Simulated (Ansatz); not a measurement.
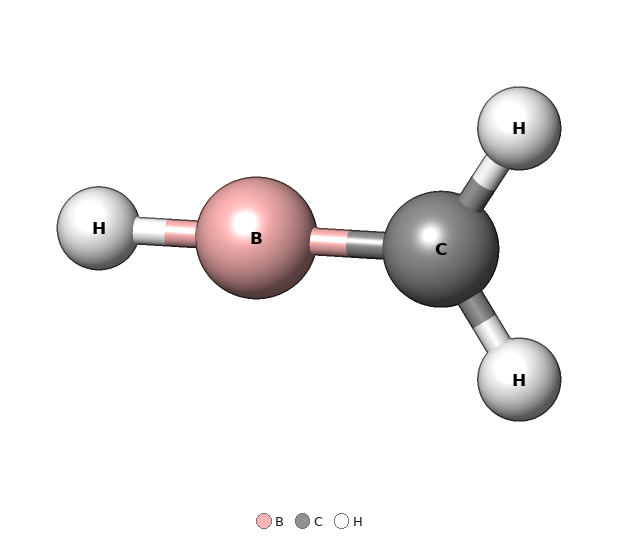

Ball-and-stick drawing of a structure.

Computed geometry: PBE0-D4/def2-TZVP optimisation.

What does the picture show?

The molecule is CH3B. The point group is C2v. All atoms lie on one plane. Coordination: 1 B linear; 1 C trigonal planar.

The parts below concern this one geometry. Atoms keep their numbers from picture to picture.

**Electronic properties**

Method: RKS PBE0-D4/def2-TZVPP (Ansatz 0.2.0).

> Give the HOMO–LUMO gap at this level.

5.29 eV.

> Estimate the HOMO energy (Kohn–Sham orbital).

−6.74 eV.

**Charges**

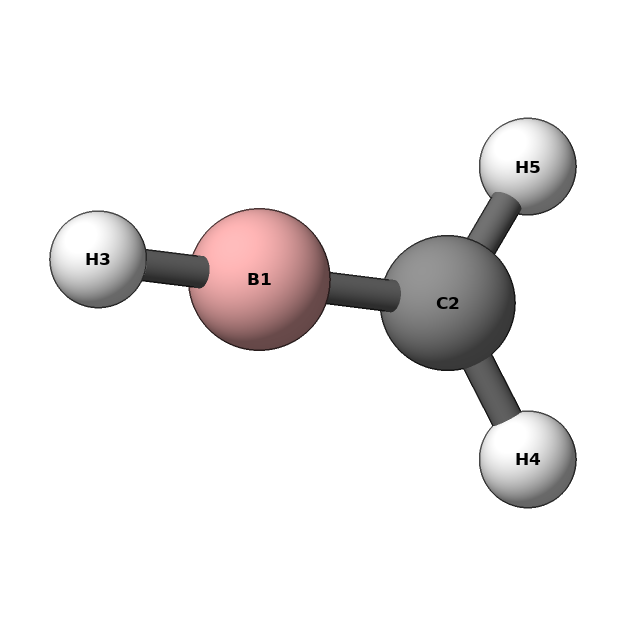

The questions are on Mulliken charges. Level of theory: RKS PBE0-D4/def2-TZVP (Ansatz 0.2.0).

> Which atom carries the highest charge (most positive or least negative)?

H4, H5 (0.16 e).

> And the lowest?

C2 (−0.33 e).

Give the Mulliken charges atom by atom.

```tsv
atom	value (e)
B1	−0.07
C2	−0.33
H3	0.08
H4	0.16
H5	0.16
```

**Dipole moment**

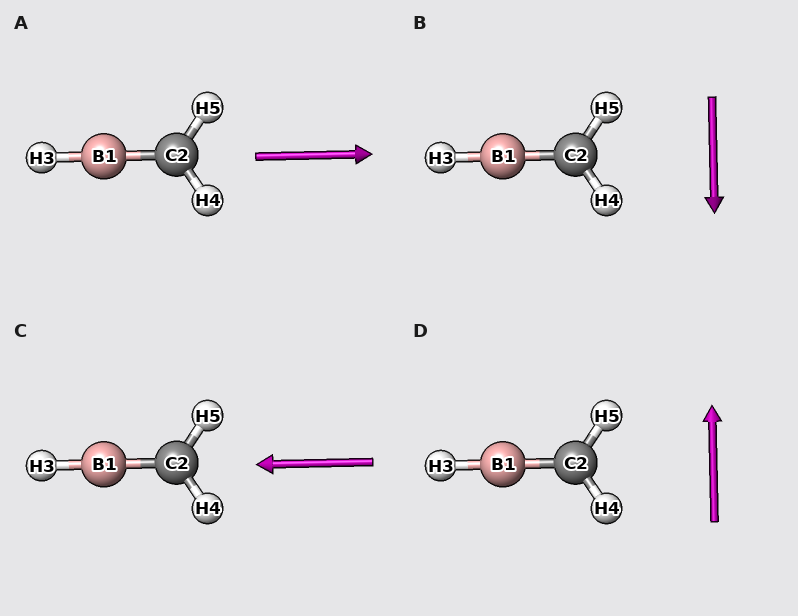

The same molecule four times, each with an arrow. Properties computed with RKS PBE0-D4/def2-TZVP (Ansatz 0.2.0).

> Which arrow points along the dipole moment, from the negative to the positive end?

C. The dipole moment is 0.58 D; it points from the side of H4, H5 to the side of H3 (the outermost atoms at the two ends).

Mulliken values depend strongly on the basis set and can even reverse the polarity of a bond.
